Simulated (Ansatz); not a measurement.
# Si₂H₃F₃: an energy map over bond length Si2–Si3 and bond length Si2–H6, part 2 of 2

How does the energy of F3H3Si2, SMILES F[SiH2][SiH](F)F change over two coordinates at once? A grid of runs gives the map.

Ansatz 0.2.0; RKS PBE0-D4/def2-SVP. The steps go on from the part before.

## Step 6: The run at bond length Si2–Si3 = 2.621 Å, bond length Si2–H6 = 1.791 Å

input.yaml reads:

```yaml
crystal:
  periodic: [false, false, false]
  atoms:
    - { symbol: F, position_ang: [-0.320051, 0.303372, 2.243054] }
    - { symbol: Si, position_ang: [-0.100335, 0.931386, 0.754934] }
    - { symbol: Si, position_ang: [0.296293, -1.062516, -0.899358] }
    - { symbol: F, position_ang: [-1.081702, -1.892249, -1.072896] }
    - { symbol: F, position_ang: [0.648627, -0.410866, -2.340241] }
    - { symbol: H, position_ang: [1.328223, 2.010735, 0.79861] }
    - { symbol: H, position_ang: [-1.315101, 1.702439, 0.367302] }
    - { symbol: H, position_ang: [1.371118, -2.026591, -0.549477] }
basis:
  gaussian: { orbitals: def2-SVP }
hamiltonian:
  xc: pbe0
  dispersion: d4
output:
  forces: true
```

Started as:

```
> ansatz run input.yaml --threads 1 --pin off --max-ram 2560MiB --backend cpu --events-out ev --progress --plain --runs-dir out
```

The program printed, cut to the lines that bear on the results:

```text
Warning: RAYON_NUM_THREADS=1 ignored (pool sized by the plan → 1); use --threads N
[...]
Functional definition: PBE0
[...]
873 factors; integrals over basis functions are off by at most 9.1e-4 eV
[...]
mean field -23932.25527669 eV, -879.4941595532 hartree, gradient 4.5e-5 eV, S^2 0.000000; 0 other end points of the search recorded, 0 dependent functions left out
[...]
reference -23932.25530174 eV, -879.4941604736 hartree; 29, 29 occupied and 64, 64 virtual orbitals, 873 factors
Total energy: -23932.40396218 eV, -879.4996236441 hartree
Atom 0 at    -0.320051     0.303372     2.243054 Å, force     0.047467     0.103578    -0.171143 eV/Å
Atom 1 at    -0.100335     0.931386     0.754934 Å, force     2.453663     0.133325    -0.969199 eV/Å
Atom 2 at     0.296293    -1.062516    -0.899358 Å, force    -0.268661     1.405555     0.994301 eV/Å
Atom 3 at    -1.081702    -1.892249    -1.072896 Å, force     0.066369     0.086637     0.033756 eV/Å
Atom 4 at     0.648627    -0.410866    -2.340241 Å, force    -0.041782    -0.041834     0.128648 eV/Å
Atom 5 at     1.328223     2.010735     0.798610 Å, force    -2.293298    -1.748932    -0.080457 eV/Å
Atom 6 at    -1.315101     1.702439     0.367302 Å, force     0.047693     0.015166     0.020547 eV/Å
Atom 7 at     1.371118    -2.026591    -0.549477 Å, force    -0.011450     0.046506     0.043548 eV/Å
Dipole moment:     0.139076     0.103514     0.026890 e Å
```

It took 2.4 s on 1 thread of Intel Xeon Platinum 8488C (Sapphire Rapids), shared host; peak memory 0.19 GiB.

Energy on the map's scale: 0.85 eV.

## Step 7: Energy over the grid

225 points were computed. Energies in eV, from the relaxed molecule at the same level:

```csv
"bond length Si2–H6 (Å) ↓, bond length Si2–Si3 (Å) →",2.063,2.125,2.187,2.249,2.311,2.373,2.435,2.497,2.559,2.621,2.683,2.745,2.807,2.869,2.931
1.938,1.61,1.33,1.15,1.04,1.00,1.00,1.03,1.10,1.19,1.31,1.43,1.57,1.71,1.86,2.01
1.889,1.45,1.17,0.99,0.88,0.84,0.83,0.87,0.94,1.03,1.15,1.27,1.41,1.55,1.70,1.86
1.840,1.29,1.02,0.84,0.73,0.68,0.68,0.72,0.79,0.88,0.99,1.12,1.26,1.40,1.55,1.70
1.791,1.15,0.88,0.69,0.59,0.54,0.54,0.57,0.64,0.73,0.85,0.97,1.11,1.26,1.41,1.56
1.742,1.02,0.74,0.56,0.45,0.40,0.40,0.44,0.51,0.60,0.71,0.84,0.97,1.12,1.27,1.42
1.693,0.90,0.62,0.44,0.33,0.28,0.28,0.32,0.38,0.48,0.59,0.71,0.85,0.99,1.14,1.30
1.644,0.79,0.52,0.33,0.23,0.18,0.17,0.21,0.28,0.37,0.48,0.60,0.74,0.89,1.04,1.19
1.595,0.71,0.43,0.25,0.14,0.09,0.09,0.13,0.19,0.28,0.39,0.52,0.65,0.80,0.95,1.10
1.546,0.65,0.37,0.19,0.08,0.03,0.03,0.07,0.13,0.22,0.33,0.46,0.59,0.74,0.89,1.04
1.497,0.63,0.35,0.17,0.06,0.01,0.00,0.04,0.11,0.20,0.31,0.43,0.57,0.71,0.86,1.01
1.448,0.65,0.37,0.19,0.07,0.02,0.02,0.06,0.12,0.22,0.32,0.45,0.58,0.73,0.88,1.03
1.399,0.72,0.44,0.26,0.15,0.09,0.09,0.13,0.19,0.28,0.39,0.52,0.65,0.80,0.95,1.10
1.350,0.85,0.58,0.39,0.28,0.23,0.23,0.26,0.33,0.42,0.53,0.65,0.79,0.93,1.08,1.23
1.301,1.07,0.79,0.61,0.50,0.44,0.44,0.48,0.54,0.63,0.74,0.86,1.00,1.14,1.29,1.44
1.252,1.38,1.11,0.92,0.81,0.75,0.75,0.79,0.85,0.94,1.05,1.17,1.31,1.45,1.60,1.75
```

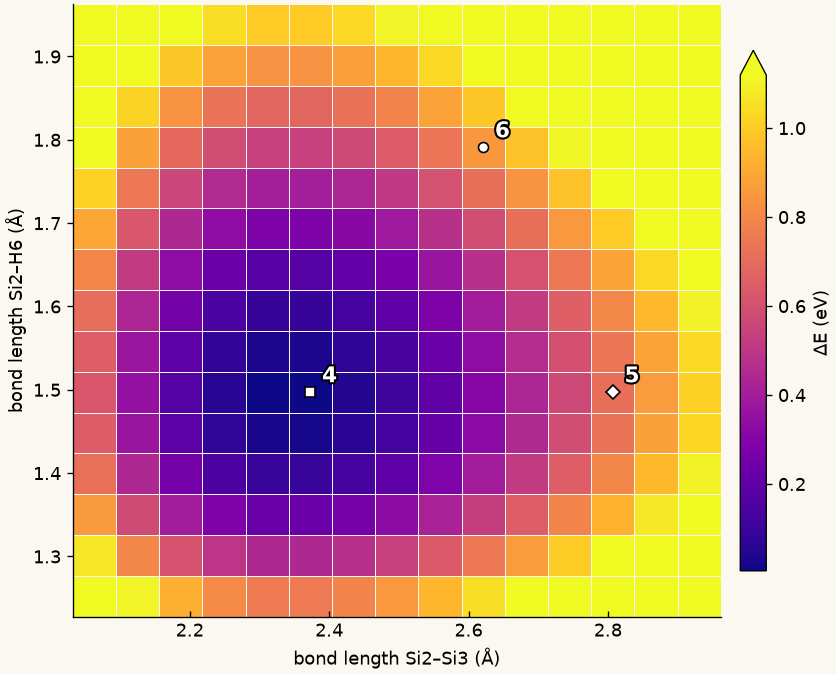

The map; numbers mark the steps of this session that print a point's run. In the figure: one coloured cell a grid point, one colour for all values above the top of the scale.

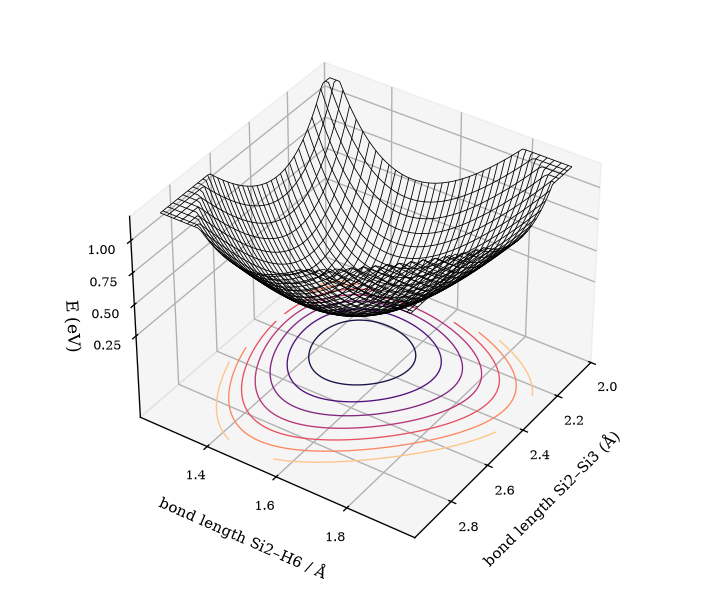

The same map in relief. In the figure: a relief with its contours projected below, any walls above the top of the colour scale cut off. Between grid points the surface is interpolated.

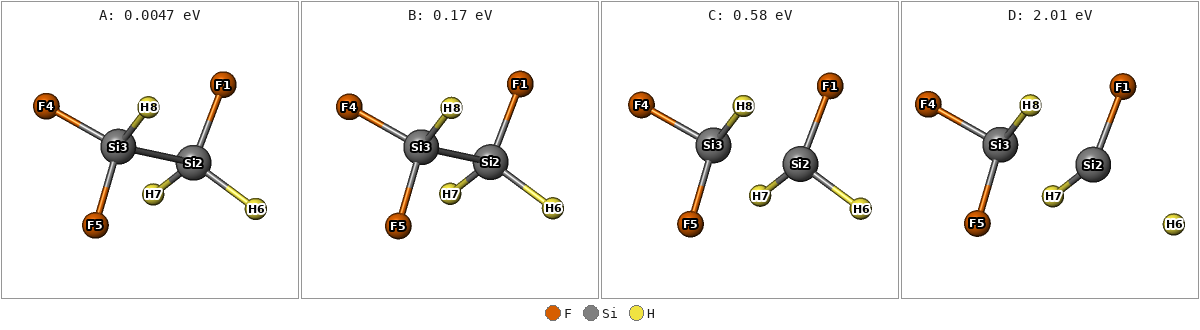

Structures on the grid, at one scale: A at bond length Si2–Si3 = 2.373 Å, bond length Si2–H6 = 1.497 Å; B at bond length Si2–Si3 = 2.187 Å, bond length Si2–H6 = 1.497 Å; C at bond length Si2–Si3 = 2.745 Å, bond length Si2–H6 = 1.448 Å; D at bond length Si2–Si3 = 2.931 Å, bond length Si2–H6 = 1.938 Å.

On the same grid, largest force on an atom (eV/Å):

| bond length Si2–H6 (Å) ↓, bond length Si2–Si3 (Å) → | 2.063 | 2.125 | 2.187 | 2.249 | 2.311 | 2.373 | 2.435 | 2.497 | 2.559 | 2.621 | 2.683 | 2.745 | 2.807 | 2.869 | 2.931 |
| --- | --- | --- | --- | --- | --- | --- | --- | --- | --- | --- | --- | --- | --- | --- | --- |
| 1.938 | 6.8 | 5.4 | 4.3 | 3.6 | 3.3 | 3.3 | 3.3 | 3.3 | 3.3 | 3.3 | 3.3 | 3.3 | 3.3 | 3.3 | 3.3 |
| 1.889 | 6.7 | 5.3 | 4.2 | 3.5 | 3.2 | 3.2 | 3.2 | 3.2 | 3.2 | 3.2 | 3.2 | 3.2 | 3.2 | 3.2 | 3.2 |
| 1.840 | 6.6 | 5.2 | 4.1 | 3.4 | 3.0 | 3.0 | 3.1 | 3.1 | 3.1 | 3.1 | 3.1 | 3.1 | 3.1 | 3.0 | 3.0 |
| 1.791 | 6.5 | 5.1 | 4.0 | 3.2 | 2.8 | 2.9 | 2.9 | 2.9 | 2.9 | 2.9 | 2.9 | 2.9 | 2.9 | 2.9 | 2.9 |
| 1.742 | 6.4 | 4.9 | 3.8 | 3.1 | 2.6 | 2.6 | 2.6 | 2.6 | 2.7 | 2.7 | 2.7 | 2.7 | 2.7 | 2.7 | 2.7 |
| 1.693 | 6.2 | 4.8 | 3.6 | 2.8 | 2.3 | 2.3 | 2.3 | 2.4 | 2.4 | 2.4 | 2.4 | 2.5 | 2.5 | 2.5 | 2.6 |
| 1.644 | 6.0 | 4.5 | 3.4 | 2.5 | 2.0 | 2.0 | 2.0 | 2.0 | 2.0 | 2.1 | 2.2 | 2.3 | 2.3 | 2.3 | 2.4 |
| 1.595 | 5.8 | 4.2 | 3.0 | 2.2 | 1.6 | 1.5 | 1.5 | 1.5 | 1.7 | 1.8 | 2.0 | 2.1 | 2.2 | 2.3 | 2.3 |
| 1.546 | 5.5 | 3.9 | 2.6 | 1.7 | 1.0 | 0.9 | 0.9 | 1.2 | 1.5 | 1.8 | 2.0 | 2.1 | 2.2 | 2.3 | 2.3 |
| 1.497 | 5.1 | 3.5 | 2.3 | 1.2 | 0.4 | 0.3 | 0.8 | 1.2 | 1.5 | 1.8 | 2.0 | 2.1 | 2.2 | 2.3 | 2.3 |
| 1.448 | 5.1 | 3.5 | 2.2 | 1.2 | 0.9 | 1.0 | 1.3 | 1.7 | 2.0 | 2.2 | 2.4 | 2.5 | 2.6 | 2.6 | 2.6 |
| 1.399 | 5.1 | 3.5 | 2.4 | 2.1 | 2.1 | 2.1 | 2.4 | 2.7 | 2.9 | 3.1 | 3.2 | 3.3 | 3.4 | 3.4 | 3.4 |
| 1.350 | 5.1 | 3.9 | 3.5 | 3.5 | 3.5 | 3.5 | 3.8 | 4.0 | 4.2 | 4.3 | 4.5 | 4.6 | 4.6 | 4.7 | 4.7 |
| 1.301 | 5.8 | 5.3 | 5.3 | 5.3 | 5.3 | 5.3 | 5.5 | 5.7 | 5.9 | 6.0 | 6.1 | 6.2 | 6.3 | 6.3 | 6.3 |
| 1.252 | 7.5 | 7.5 | 7.5 | 7.5 | 7.5 | 7.4 | 7.6 | 7.8 | 7.9 | 8.1 | 8.2 | 8.3 | 8.3 | 8.3 | 8.3 |

## Step 8: Results

The summary covers parts 1 to 2.

| quantity | value |
| --- | --- |
| lowest point | bond length Si2–Si3 = 2.373 Å, bond length Si2–H6 = 1.497 Å, 0.0047 eV |
| highest computed point | bond length Si2–Si3 = 2.931 Å, bond length Si2–H6 = 1.938 Å, 2.01 eV above the lowest |
| largest force on an atom (eV/Å) | 0.3 at bond length Si2–Si3 = 2.373 Å, bond length Si2–H6 = 1.497 Å to 8.3 at bond length Si2–Si3 = 2.931 Å, bond length Si2–H6 = 1.252 Å; 0.3 at the lowest point |
| time for the whole task | 9.7 min on 1 thread, shared host |

The lowest computed point is at bond length Si2–Si3 = 2.373 Å, bond length Si2–H6 = 1.497 Å, 0.0047 eV from the relaxed molecule at the same level. No other kind of well shows on this grid. The highest computed point, bond length Si2–Si3 = 2.931 Å, bond length Si2–H6 = 1.938 Å, lies 2.01 eV above the lowest. Round the minimum the two coordinates are nearly uncoupled.
